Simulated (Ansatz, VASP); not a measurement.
# Cross-check of Ti6O between VASP and Ansatz

One calculation is typed for both programs; each brings its own data sets and cutoff. How far apart do they land?

Program: Ansatz 0.2.0. Level of theory: plane waves, with VASP 6.6.1 beside it; single point at PBEsol. Results are calculated unless marked as measured.

## 1. The structure

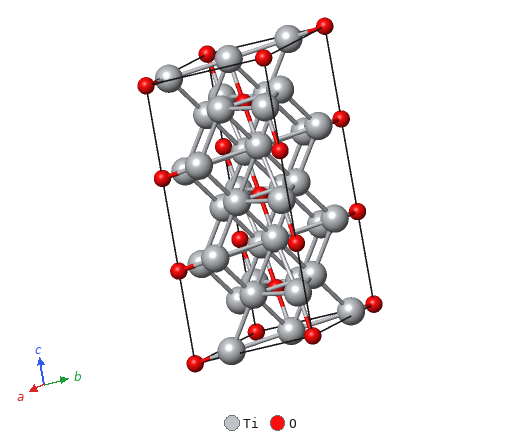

The starting structure, seen slightly off an axis (titanium light grey, oxygen red). Bonds to atoms that aren't drawn are left out. Some periodic images of atoms are drawn too.

The cell holds 42 atoms: 36 Ti and 6 O. Its edges and angles: a = 6.883 Å, b = 6.883 Å, c = 15.115 Å, α = 68.5°, β = 68.5°, γ = 78.7°. It derives from Ti6O.

## 2. Ansatz: single point, PBEsol

Ansatz runs on its default PAW (the set named soft_2) files.

With cell and atoms fixed, the geometry can't cause a difference; cores, projectors, grids and the points listed under the comparison can.

File input.yaml:

```yaml
crystal:
  lattice:
    - [-2.5191074978, 4.3632221759, 4.6901331782]
    - [5.0382149956, 0.0, 4.6901331782]
    - [7.5573224934, 13.0896665277, 0.0]
  atoms:
    - { symbol: Ti, position: [0.3698379253, 0.3698379252, 0.9873385916] }
    - { symbol: Ti, position: [0.3698379252, 0.3698379252, 0.320671925] }
    - { symbol: Ti, position: [0.8698379252, 0.8698379252, 0.1540052583] }
    - { symbol: Ti, position: [0.3698379252, 0.3698379252, 0.6540052583] }
    - { symbol: Ti, position: [0.8698379252, 0.8698379252, 0.4873385916] }
    - { symbol: Ti, position: [0.8698379253, 0.8698379252, 0.820671925] }
    - { symbol: Ti, position: [0.0357647754, 0.7039110752, 0.9880784082] }
    - { symbol: Ti, position: [0.0357647754, 0.7039110752, 0.3214117415] }
    - { symbol: Ti, position: [0.5357647753, 0.2039110752, 0.1547450749] }
    - { symbol: Ti, position: [0.0357647754, 0.7039110751, 0.6547450749] }
    - { symbol: Ti, position: [0.5357647753, 0.2039110752, 0.4880784082] }
    - { symbol: Ti, position: [0.5357647754, 0.2039110751, 0.8214117416] }
    - { symbol: Ti, position: [0.7039110751, 0.0357647754, 0.9880784082] }
    - { symbol: Ti, position: [0.7039110752, 0.0357647754, 0.3214117415] }
    - { symbol: Ti, position: [0.2039110752, 0.5357647754, 0.1547450749] }
    - { symbol: Ti, position: [0.7039110752, 0.0357647753, 0.6547450749] }
    - { symbol: Ti, position: [0.2039110752, 0.5357647754, 0.4880784082] }
    - { symbol: Ti, position: [0.2039110752, 0.5357647753, 0.8214117415] }
    - { symbol: Ti, position: [0.1301620747, 0.1301620748, 0.179328075] }
    - { symbol: Ti, position: [0.1301620748, 0.1301620747, 0.5126614084] }
    - { symbol: Ti, position: [0.6301620747, 0.6301620748, 0.3459947417] }
    - { symbol: Ti, position: [0.1301620748, 0.1301620747, 0.8459947417] }
    - { symbol: Ti, position: [0.6301620748, 0.6301620748, 0.679328075] }
    - { symbol: Ti, position: [0.6301620747, 0.6301620748, 0.0126614083] }
    - { symbol: Ti, position: [0.2960889249, 0.9642352246, 0.0119215918] }
    - { symbol: Ti, position: [0.2960889249, 0.9642352246, 0.3452549251] }
    - { symbol: Ti, position: [0.7960889248, 0.4642352246, 0.1785882584] }
    - { symbol: Ti, position: [0.2960889249, 0.9642352246, 0.6785882584] }
    - { symbol: Ti, position: [0.7960889248, 0.4642352247, 0.5119215918] }
    - { symbol: Ti, position: [0.7960889249, 0.4642352246, 0.8452549251] }
    - { symbol: Ti, position: [0.9642352246, 0.2960889249, 0.0119215918] }
    - { symbol: Ti, position: [0.9642352247, 0.2960889248, 0.3452549251] }
    - { symbol: Ti, position: [0.4642352246, 0.7960889248, 0.1785882584] }
    - { symbol: Ti, position: [0.9642352247, 0.2960889249, 0.6785882584] }
    - { symbol: Ti, position: [0.4642352246, 0.7960889248, 0.5119215918] }
    - { symbol: Ti, position: [0.4642352246, 0.7960889248, 0.8452549251] }
    - { symbol: O, position: [0.0, 0.0, 0.0] }
    - { symbol: O, position: [0.0, 0.0, 0.3333333333] }
    - { symbol: O, position: [0.5, 0.5, 0.1666666667] }
    - { symbol: O, position: [0.0, 0.0, 0.6666666667] }
    - { symbol: O, position: [0.5, 0.5, 0.5] }
    - { symbol: O, position: [0.5, 0.5, 0.8333333333] }
hamiltonian:
  xc: pbesol
  pseudopotentials: { kind: paw }
kpoints:
  mp_grid: { grid: [4, 4, 2] }
scf:
  occupations: { method: methfessel_paxton, width: 0.2 }
  n_extra_bands: 14
output:
  forces: true
  stress: true
  eigenvalues: true
```

Started as:

```
$ ansatz run input.yaml --threads 8 --pin off --max-ram 18432MiB --backend cpu --events-out ev --progress --plain --runs-dir out
```

Numbers of over 12 decimals in the logs are rounded to 6 here.

What it wrote:

```text
scf.n_extra_bands = 14 over 234 filled bands (N_el = 468.0): the run solves 248 bands
Engine: ansatz 0.2.0, aarch64-unknown-linux-gnu
Pseudopotentials: kind: paw
Pseudopotential: Ti, paw, valence charge 12, recommended cutoff 420 eV (normal), Ti.paw.azcp
Pseudopotential: O, paw, valence charge 6, recommended cutoff 420 eV (normal), O.paw.azcp
Functional definition: PBEsol
  exchange = pbesol_x
  correlation = pbesol_c
Crystal: 42 atoms, lattice volume = 618.615 Å³
Basis set: ecut = 420 eV, 12165 PW (Γ), exchange–correlation on 96×96×216 points (8 copies of the dense FFT grid, shifted against one another)
Bands: 248, of which v1, the nominal top of the filled ones, is band 234 counted from 1 (233 counted from 0)
Symmetry: 24 space group operations
Space group: P-31m (ITA 162), of the structure as read, at distance tolerance 8.5e-5 Å
k-points: 14 of 32
Non-local potential: Ti, projectors of the file, l = 0: 3, l = 1: 2, l = 2: 3, l = 3: 1
Non-local potential: O, projectors of the file, l = 0: 2, l = 1: 2, l = 2: 1
PAW form: soft (Blöchl's): semilocal exchange-correlation on the pseudo side does not see the compensation charge
PAW frozen core: Ti, regenerated for the run's functional, and the local potential with it (the file was generated under x = pbe(κ = 0.804, μ = 0.219515), c = pbe(β = 0.066725))
PAW frozen core: O, regenerated for the run's functional, and the local potential with it (the file was generated under x = pbe(κ = 0.804, μ = 0.219515), c = pbe(β = 0.066725))
PAW one-centre angular grid: Ti, 590 points (default); XC on 64 Gauss nodes
PAW one-centre angular grid: O, 110 points (default); XC on 64 Gauss nodes
Initial density: superposition of atomic densities (neutral atoms: chi_scale 0, normalization atom), corrected by the library's trained network
Initial wavefunctions: pseudopotential atomic-orbital guess
Functional: x = pbesol(κ = 0.804, μ = 0.123457), c = pbesol(β = 0.046)
SCF iter   1: F=—  HF=-92446.253307 eV  |F-HF|=—  |Δ(HF+E_count)|=         —  Δρ=9.91e-3  dr2=4.68e-1  ethr=1.77e-3  ⟨swp⟩=6.4  Hψ=14822  notcnv=0
preconditioner: auto → Kerker (q_TF=auto, 2.604 Å⁻¹)  [metal: Δε(μ)=0.014 eV  Ē_g=3.091 eV  σ=0.200 eV  W_gap=0.06  n_scr=182 (ndim 8)  ℏωp=19.4 eV  f_vac=0.000  D(μ)=24.14/eV (n_scr^D=182)]
SCF iter   2: F=—  HF=-92446.127590 eV  |F-HF|=—  |Δ(HF+E_count)|=   1.26e-1  S|Δr|=    0.00e0  Δρ=3.81e-3  dr2=8.70e-2  ethr=9.99e-5  ⟨swp⟩=2.0  Hψ=5637  notcnv=0
SCF iter   3: F=—  HF=-92446.106839 eV  |F-HF|=—  |Δ(HF+E_count)|=   2.08e-2  S|Δr|=    0.00e0  Δρ=1.21e-3  dr2=1.26e-2  ethr=1.86e-5  ⟨swp⟩=2.0  Hψ=4359  notcnv=0
SCF iter   4: F=—  HF=-92446.104335 eV  |F-HF|=—  |Δ(HF+E_count)|=   2.50e-3  S|Δr|=    0.00e0  Δρ=4.76e-4  dr2=2.28e-3  ethr=2.70e-6  ⟨swp⟩=2.0  Hψ=4807  notcnv=0
SCF iter   5: F=—  HF=-92446.103777 eV  |F-HF|=—  |Δ(HF+E_count)|=   5.58e-4  S|Δr|=    0.00e0  Δρ=1.38e-4  dr2=1.66e-4  ethr=4.88e-7  ⟨swp⟩=2.0  Hψ=4770  notcnv=0
SCF iter   6: F=—  HF=-92446.103635 eV  |F-HF|=—  |Δ(HF+E_count)|=   1.43e-4  S|Δr|=    0.00e0  Δρ=3.51e-5  dr2=1.01e-5  ethr=3.54e-8  ⟨swp⟩=2.0  Hψ=4748  notcnv=0
SCF iter   7: F=—  HF=-92446.103477 eV  |F-HF|=—  |Δ(HF+E_count)|=   1.58e-4  S|Δr|=    0.00e0  Δρ=2.14e-5  dr2=4.94e-6  ethr=2.16e-9  ⟨swp⟩=2.0  Hψ=4801  notcnv=0
SCF iter   8: F=—  HF=-92446.103477 eV  |F-HF|=—  |Δ(HF+E_count)|=   4.44e-7  S|Δr|=    0.00e0  Δρ=6.26e-6  dr2=3.72e-7  ethr=1.06e-9  ⟨swp⟩=2.0  Hψ=4448  notcnv=0
SCF iter   9: F=-92446.103477 eV  HF=-92446.103477 eV  |F-HF|=7.26e-9  |Δ(HF+E_count)|=   3.51e-8  S|Δr|=    0.00e0  Δρ=1.40e-6  dr2=1.26e-8  ethr=2.14e-11  ⟨swp⟩=4.2  Hψ=10243  notcnv=0
SCF 1 converged in 9 iterations: F = -92446.103477 eV  dr2 = 1.26e-8
  greatest PAW one-centre occupation: 0.999 electrons in one spin orbital (limit 2), on the Ti atom at site 23 (counted from 0), in its partial waves of l = 0
SCF converged after 9 iterations
Stability not checked: this state was not tested for a lower state beside it, because cold or Methfessel-Paxton smearing, or corrected tetrahedra, fill the levels in a way that the test cannot read (fill_not_monotonic; see scf.lower_state_search)
Free energy (F): -92446.103477 eV
Harris-Foulkes:  -92446.103477 eV  (|F-HF|=7.26e-9)
Internal energy: -92446.191362 eV  (E = F + TS)
E sigma→0 (E₀):  -92446.125448 eV
Entropy (-TS):   0.087886 eV (2.093 meV/atom)
Fermi energy:    14.176878 eV
Step filling:    the computed levels leave a gap of 0.0000 eV = 0.0 smearing widths at the electron count; against every level under it full and every level over it empty, smearing changes F+E_penalty+E_count by +16.638 meV and its σ→0 estimate by -5.333 meV
--- Per-component energies (eV) ---
  E_band       = -5213.126125
  E_kinetic    = 10896.716940
  E_local      = -30237.239352  (includes V_loc(G=0)·N_el)
  E_nonlocal   = 613.546549
  E_hartree    = 12412.018751
  E_xc         = -3938.775732
  E_vxc        = -4963.028257  (∫ρ·V_xc dr)
  E_paw        = -37721.761274  (= ΣΔE_a)
  E_vpaw       = -6347.166795  (= ΣTr[D̂ρ^β])
  E_aug_tail   = 0.018225  (compensation charges beyond the density's cutoff)
  E_ewald      = -44475.945031
  E_core_change = 5.229563  (= ΣΔE_core)
  E_smearing   = 0.087886  (= −TS)
  E_closure    = 0.000000  (closes the sum)
  Σ components = -92446.103477   (vs F -92446.103477, Δ=0.00e0)
--- Forces (eV/Å), atoms counted from 1 ---
  atom   1  Ti    -0.02513933    -0.04354260     0.03948942
  atom   2  Ti    -0.02513933    -0.04354260     0.03948942
  atom   3  Ti    -0.02513933    -0.04354260     0.03948942
  atom   4  Ti    -0.02513933    -0.04354260     0.03948942
  atom   5  Ti    -0.02513933    -0.04354260     0.03948942
  atom   6  Ti    -0.02513933    -0.04354260     0.03948942
  atom   7  Ti     0.04045152     0.00238753     0.04463289
  atom   8  Ti     0.04045152     0.00238753     0.04463289
  atom   9  Ti     0.04045152     0.00238753     0.04463289
  atom  10  Ti     0.04045152     0.00238753     0.04463289
  atom  11  Ti     0.04045152     0.00238753     0.04463289
  atom  12  Ti     0.04045152     0.00238753     0.04463289
  atom  13  Ti    -0.01815810     0.03622581     0.04463289
  atom  14  Ti    -0.01815810     0.03622581     0.04463289
  atom  15  Ti    -0.01815810     0.03622581     0.04463289
  atom  16  Ti    -0.01815810     0.03622581     0.04463289
  atom  17  Ti    -0.01815810     0.03622581     0.04463289
  atom  18  Ti    -0.01815810     0.03622581     0.04463289
  atom  19  Ti     0.02513933     0.04354260    -0.03948942
  atom  20  Ti     0.02513933     0.04354260    -0.03948942
  atom  21  Ti     0.02513933     0.04354260    -0.03948942
  atom  22  Ti     0.02513933     0.04354260    -0.03948942
  atom  23  Ti     0.02513933     0.04354260    -0.03948942
  atom  24  Ti     0.02513933     0.04354260    -0.03948942
[...]
atom  35  Ti    -0.04045152    -0.00238753    -0.04463289
  atom  36  Ti    -0.04045152    -0.00238753    -0.04463289
  atom  37  O      0.00000000     0.00000000     0.00000000
  atom  38  O      0.00000000     0.00000000     0.00000000
  atom  39  O     -0.00000000    -0.00000000     0.00000000
  atom  40  O      0.00000000    -0.00000000    -0.00000000
  atom  41  O     -0.00000000     0.00000000    -0.00000000
  atom  42  O      0.00000000     0.00000000     0.00000000
  max |Σ_I F_I| component: 1.53e-16 eV/Å
--- Stress (GPa, compression-positive) ---
        0.754301       0.005219       0.001229
        0.005219       0.760327       0.002129
        0.001229       0.002129       0.504063
  P = ⅓ Tr σ = 0.6729 GPa (6.729 kbar)
--- Band table (eV; the first three rows and the last of 14) ---
  k-point 0: bands = [... 230 lower, 13.9442, 14.1506, 14.1806, 14.1806, 14.1889, 14.1889, 14.3493, 14.3499, ... 10 higher]
  k-point 1: bands = [... 230 lower, 13.9902, 13.9902, 14.0411, 14.0411, 14.3920, 14.3920, 14.4018, 14.4018, ... 10 higher]
  k-point 2: bands = [... 230 lower, 13.9865, 13.9947, 14.0879, 14.1793, 14.2712, 14.3456, 14.3818, 14.4341, ... 10 higher]
  k-point 13: bands = [... 230 lower, 13.9017, 13.9017, 13.9628, 13.9628, 13.9861, 13.9861, 14.3739, 14.3739, ... 10 higher]
```

The job ended after 63 s (8 threads of Arm Neoverse N1, shared host; peak memory 7.2 GiB).

In the SCF lines HF is the Harris–Foulkes energy and dr2 the Hartree energy of the density residual, in eV; the loop may stop once dr2 is under the threshold and the program's other checks hold. Hψ counts applications of the Hamiltonian.

The run ends at a pressure of 0.67 GPa, with forces up to 0.064 eV/Å.

(Part 1 of 2 ends here.)

[Lines on the potential files, build, host, timing and source positions are cut from VASP's logs without a mark.]

[Logs are printed without paths, hosts, clocks, repeated set-up lines and the standing remarks that a program may print on its own settings, such as how far it seeks lower states.]

[Hosts, paths, dates, database ids (printed as entryN), source tags and the programs' standing remarks are cut or masked in the printed files.]
